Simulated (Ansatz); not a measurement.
**One shape, several levels: AlH2ClO (SMILES [OH][AlH][Cl])**

Aim: a comparison of 6 runs (UHF/STO-3G, BHLYP/STO-3G, PBE/STO-3G, revPBE/STO-3G, wB97X/STO-3G, CCSDT(Q)/STO-3G) of AlH2ClO. 

The calculation is run with Ansatz 0.2.0.

77 further runs of the same task are left out: 5 that didn't finish, 72 set aside as unsound or not needed.

## Step 1: The structure to begin with

AlH2ClO: 5 atoms, total charge 0, spin state singlet. SMILES: `[OH][AlH][Cl]`. The Cl3–Al2 distance was set to 2.620 Å, away from the relaxed value.

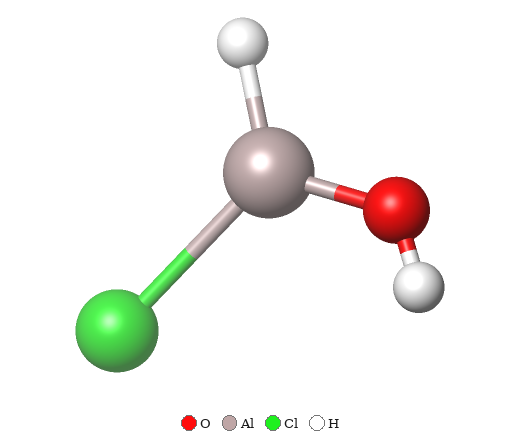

The structure, seen from a chosen angle (oxygen red, aluminium light grey, chlorine green, hydrogen white).

## Step 2: A single-point energy at UHF/STO-3G (run 1)

run.yaml

```yaml
crystal:
  periodic: [false, false, false]
  atoms:
    - {symbol: O, position_ang: [-1.281073, 0.848468, -0.645723]}
    - {symbol: Al, position_ang: [0.260027, 0.662468, 0.006177]}
    - {symbol: Cl, position_ang: [1.114900, -1.725400, 0.662800]}
    - {symbol: H, position_ang: [-1.890473, 0.128468, -0.800823]}
    - {symbol: H, position_ang: [1.162527, 1.922568, 0.210877]}
basis:
  gaussian: {orbitals: STO-3G}
magnetization: {spin_polarized: true}
accuracy: high
hamiltonian: {xc: hf}
```

Command:

```
$ ansatz run run.yaml --threads 1 --pin off --max-ram 2610MiB --events-out events.jsonl --progress --plain --runs-dir runs
```

What it wrote:

```text
Warning: RAYON_NUM_THREADS=1 ignored (pool sized by the plan → 1); use --threads N
Functional definition: HF
  name "HF"
  exchange = exact_x
  correlation = 0
440 factors; integrals over basis functions are off by at most 2.3e-8 eV
mean field evaluation 1: about -20913.1161 eV, gradient 1.7e1 eV
mean field evaluation 2: about -20913.1412 eV, gradient 1.7e1 eV
mean field evaluation 4: about -20915.9892 eV, gradient 1.2e0 eV
mean field evaluation 8: about -20916.0034 eV, gradient 2.1e-5 eV
mean field -20916.00344417 eV, -768.6489491969 hartree, gradient 1.6e-8 eV, S^2 0.000000; 0 other end points of the search recorded, 0 dependent functions left out
reference -20916.00344417 eV, -768.6489491969 hartree; 20, 20 occupied and 5, 5 virtual orbitals, 440 factors
Total energy: -20916.00344417 eV, -768.6489491969 hartree
```

Run time: 0.1 s. Hardware: 1 thread of AMD EPYC 9R45 (Zen 5), shared host.

## Step 3: The energy at BHLYP/STO-3G (run 2)

job.yaml

```yaml
crystal:
  periodic: [false, false, false]
  atoms:
    - {symbol: O, position_ang: [-1.281073, 0.848468, -0.645723]}
    - {symbol: Al, position_ang: [0.260027, 0.662468, 0.006177]}
    - {symbol: Cl, position_ang: [1.114900, -1.725400, 0.662800]}
    - {symbol: H, position_ang: [-1.890473, 0.128468, -0.800823]}
    - {symbol: H, position_ang: [1.162527, 1.922568, 0.210877]}
basis:
  gaussian:
    orbitals: STO-3G
total_charge: 0
hamiltonian:
  xc: {name: BHLYP}
accuracy: high
```

Command:

```
$ ansatz run job.yaml --threads 1 --pin off --max-ram 2610MiB --events-out events.jsonl --progress --plain --runs-dir runs
```

What it wrote:

```text
Warning: RAYON_NUM_THREADS=1 ignored (pool sized by the plan → 1); use --threads N
Functional definition: BHLYP
  name "BHLYP"
  parameter a = 0.5
  exchange = (1 - a)*b88_x + a*exact_x
  correlation = lyp_c
440 factors; integrals over basis functions are off by at most 2.3e-8 eV
mean field evaluation 1: about -20952.3308 eV, gradient 2.7e1 eV
mean field evaluation 2: about -20953.0089 eV, gradient 2.9e1 eV
mean field evaluation 4: about -20955.6073 eV, gradient 5.5e-1 eV
mean field evaluation 8: about -20955.6017 eV, gradient 3.9e-3 eV
mean field evaluation 16: about -20955.6017 eV, gradient 3.9e-8 eV
mean field -20955.60174059 eV, -770.1041597498 hartree, gradient 3.7e-8 eV, S^2 0.000000; 0 other end points of the search recorded, 0 dependent functions left out
reference -20955.60176088 eV, -770.1041604952 hartree; 20, 20 occupied and 5, 5 virtual orbitals, 440 factors
Total energy: -20955.60176088 eV, -770.1041604952 hartree
```

Run time: 0.5 s. Hardware: 1 thread of AMD EPYC 9R45 (Zen 5), shared host.

## Step 4: The energy at PBE/STO-3G (run 3)

in.yaml

```yaml
crystal:
  periodic: [false, false, false]
  atoms:
    - {symbol: O, position_ang: [-1.281073, 0.848468, -0.645723]}
    - {symbol: Al, position_ang: [0.260027, 0.662468, 0.006177]}
    - {symbol: Cl, position_ang: [1.114900, -1.725400, 0.662800]}
    - {symbol: H, position_ang: [-1.890473, 0.128468, -0.800823]}
    - {symbol: H, position_ang: [1.162527, 1.922568, 0.210877]}
basis:
  gaussian: {orbitals: STO-3G}
hamiltonian: {xc: pbe}
accuracy: high
```

Command:

```
$ ansatz run in.yaml --threads 1 --pin off --max-ram 2610MiB --events-out events.jsonl --progress --plain --runs-dir runs
```

What it wrote:

```text
Warning: RAYON_NUM_THREADS=1 ignored (pool sized by the plan → 1); use --threads N
Functional definition: PBE
  name "PBE"
  parameter kappa = 0.804
  parameter beta = 0.06672455060314922
  exchange = pbe_x(kappa = kappa, mu = beta*pi^2/3)
  correlation = pbe_c(beta = beta)
440 factors; integrals over basis functions are off by at most 2.3e-8 eV
mean field evaluation 1: about -20939.6460 eV, gradient 3.2e1 eV
mean field evaluation 2: about -20910.8645 eV, gradient 1.1e2 eV
mean field evaluation 4: about -20943.8479 eV, gradient 7.6e0 eV
mean field evaluation 8: about -20944.0714 eV, gradient 1.7e-1 eV
mean field evaluation 16: about -20944.0716 eV, gradient 5.3e-7 eV
mean field -20944.07164458 eV, -769.6804365366 hartree, gradient 3.6e-8 eV, S^2 0.000000; 0 other end points of the search recorded, 0 dependent functions left out
reference -20944.07164656 eV, -769.6804366095 hartree; 20, 20 occupied and 5, 5 virtual orbitals, 440 factors
Total energy: -20944.07164656 eV, -769.6804366095 hartree
```

Run time: 0.48 s. Hardware: 1 thread of AMD EPYC 9R45 (Zen 5), shared host.

Runs 4 to 5 aren't shown in full; the table further down has their settings and results.

## Step 5: The energy at CCSDT(Q)/STO-3G (run 6)

Changes to job.yaml since step 3:

```diff
@@ -9,7 +9,5 @@
 basis:
-  gaussian:
-    orbitals: STO-3G
-total_charge: 0
-hamiltonian:
-  xc: {name: BHLYP}
+  gaussian: {orbitals: STO-3G}
+correlation: {method: ccsdt_q, frozen_orbitals: {Al: 5, Cl: 5, H: 0, O: 1}}
 accuracy: high
+scf: {omitted_lower_state_checks: [cluster_reference, increment]}
```

Command:

```
$ ansatz run job.yaml --threads 1 --pin off --max-ram 2610MiB --events-out events.jsonl --progress --plain --runs-dir runs
```

What it wrote, shortened:

```text
Warning: RAYON_NUM_THREADS=1 ignored (pool sized by the plan → 1); use --threads N
[... 2 set-up lines as earlier in the session ...]
[...]
440 factors; integrals over basis functions are off by at most 2.3e-8 eV
[...]
mean field -20916.00344417 eV, -768.6489491969 hartree, gradient 1.2e-8 eV, S^2 0.000000; 0 other end points of the search recorded, 0 dependent functions left out
11 core orbitals not correlated: weight in the atoms' cores, before any rotation towards them, 1.000 or more for the frozen orbitals, at most 0.000 for the correlated occupied ones
reference -20916.00344417 eV, -768.6489491969 hartree; 9, 9 occupied and 5, 5 virtual orbitals, 440 factors
second order -1.95970995 eV of doubles, -0.00000000 eV of singles
cycle   1  -2.22463526 eV  change   -2.6e-1 eV  update   9.8e-2
[...]
cycle  24  -2.62841863 eV  change  -9.1e-10 eV  update   1.0e-9
perturbative correction -0.00028373 eV, -0.0000104269 hartree
Total energy: -20918.63214653 eV, -768.7455522269 hartree
Checks for a lower state left out: cluster_reference, increment
```

It took 0.22 s on 1 thread of AMD EPYC 9R45 (Zen 5), shared host.

## Step 6: Overview of the runs

```
run            level  frozen core orbitals  energy (Eh)  wall time
  1       UHF/STO-3G                     –  -768.648949      0.1 s
  2     BHLYP/STO-3G                     –  -770.104160      0.5 s
  3       PBE/STO-3G                     –  -769.680437     0.48 s
  4    revPBE/STO-3G                     –  -769.957378     0.48 s
  5     wB97X/STO-3G                     –  -770.096620        2 s
  6  CCSDT(Q)/STO-3G                    11  -768.745552     0.22 s
```

## Step 7: Results

| quantity | value |
| --- | --- |
| run 6: total energy | -768.74555 Eh |
| run 6: correlation energy (11 core orbitals frozen) | -96.6 mEh |
| run 6: T1 diagnostic | 0.018 |

In words: Totals of different functionals can't be ranked against each other. In runs 1, 2, 3, 4, 5, 6 the basis is minimal, so the values are rough. All runs together took 3.8 s, the longest 2 s.
